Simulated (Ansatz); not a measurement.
# AlH3: the cost of one run

Computed with Ansatz 0.2.0, Gaussian basis. Level: PBE0-D4/def2-TZVP structures, single points in def2-TZVPP, no counterpoise correction.

Levels: SPW92, PBE-D4, BLYP-D4, r2SCAN-D4, B97M-V, PBE0-D4, B3LYP-D4, r2SCAN0-D4, BHLYP-D4, CAM-B3LYP-D4, wB97X-V, wB97M-V, B2PLYP, PBE-QIDH, RPA on PBE, Hartree-Fock, MP2, CCSD, CCSD(T).

Correlated methods freeze the cores. B3LYP uses VWN-RPA correlation. B2PLYP carries no dispersion term here.

78 further runs of the same task are left out: 78 set aside as unsound or not needed.

### Step 1. The system as given

The complex: 7 atoms, charge 0, spin multiplicity 1.

Atoms are counted from 1 here; the program's logs count them from 0.

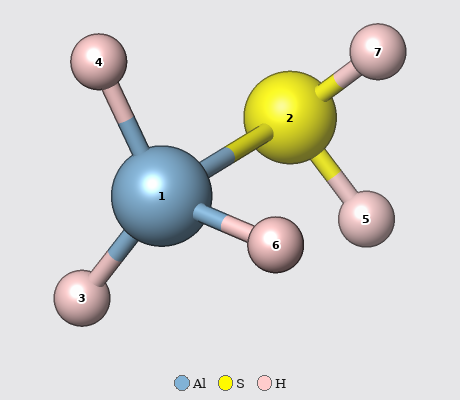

The starting geometry (aluminium light blue, sulfur yellow, hydrogen pink); atoms are numbered from 1 in the order of the file.

Coordinates:

```xyz
7
charge 0, multiplicity 1
Al   -1.0857    0.0721    0.0866
S     1.3487    0.2599   -0.5949
H    -1.5759   -0.5853   -1.2821
H    -1.2990    1.6364    0.3168
H     1.6644   -1.0439   -0.5101
H    -0.9103   -0.8693    1.3641
H     1.8579    0.5301    0.6195
```

Its parts: AlH3 holds atoms 1, 3, 4, 6; H2S holds atoms 2, 5, 7. Each part counts its atoms afresh in its own runs.

### Step 2. Relaxing AlH3 alone

relax-a/in.yaml

```yaml
crystal:
  periodic: [false, false, false]
  atoms:
    - {symbol: Al, position_ang: [-1.085734, 0.072058, 0.086550]}
    - {symbol: H, position_ang: [-1.575869, -0.585311, -1.282111]}
    - {symbol: H, position_ang: [-1.298978, 1.636353, 0.316793]}
    - {symbol: H, position_ang: [-0.910288, -0.869259, 1.364098]}
basis:
  gaussian: {orbitals: def2-TZVP}
hamiltonian: {xc: pbe0, dispersion: d4}
relax: {f_tol: 0.005, max_steps: 200}
```

Started as:

```bash
$ ansatz run in.yaml --threads 2 --pin off --events-out ev --progress --plain --max-ram 4352MiB
```

**Question.** How long does this run take on 2 threads of Arm Neoverse V2, shared host?

About 1.4 s.
